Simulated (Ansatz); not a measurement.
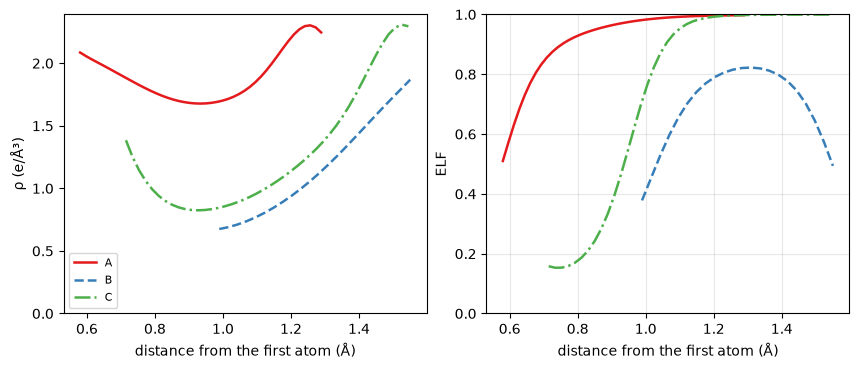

The picture shows: Cl3GaH2. Electron density and electron localisation function along straight lines between neighbouring atoms. The curves leave out the atomic cores.

The reactant side of a reaction path; geometry: PBE0-D4/def2-TZVP.

Theory: RKS PBE0-D4/def2-TZVPP in Ansatz.

```yaml
atoms:
  - { symbol: Ga, position_ang: [0.0165, 0.7033, -0.5000] }
  - { symbol: H, position_ang: [1.4277, 1.1168, -0.9748] }
  - { symbol: Cl, position_ang: [-1.0561, -0.9095, -1.4650] }
  - { symbol: Cl, position_ang: [-1.2298, 1.9786, 0.6810] }
  - { symbol: H, position_ang: [0.0525, -1.8655, 0.8094] }
  - { symbol: Cl, position_ang: [0.7891, -1.0238, 1.4495] }
```

**Which curve belongs to which contact (Cl–H, Ga–Cl and Ga–H)? The first atom named is at distance zero.**

Curve A: Cl–H (1.29 Å): the density is about 2 e/Å³ at the midpoint; the ELF climbs to about 1 towards the hydrogen, as it does in any bond to H: a covalent bond by its length. Curve B: Ga–Cl (2.14 Å): ρ is about 0.74 e/Å³ halfway; the ELF peaks at about 0.80 in the valence shell of Cl, 0.8 Å from its nucleus, and is about 0.60 at the midpoint. Curve C: Ga–H (1.55 Å): ρ is about 1.1 e/Å³ halfway; the ELF climbs to about 1 towards the hydrogen.
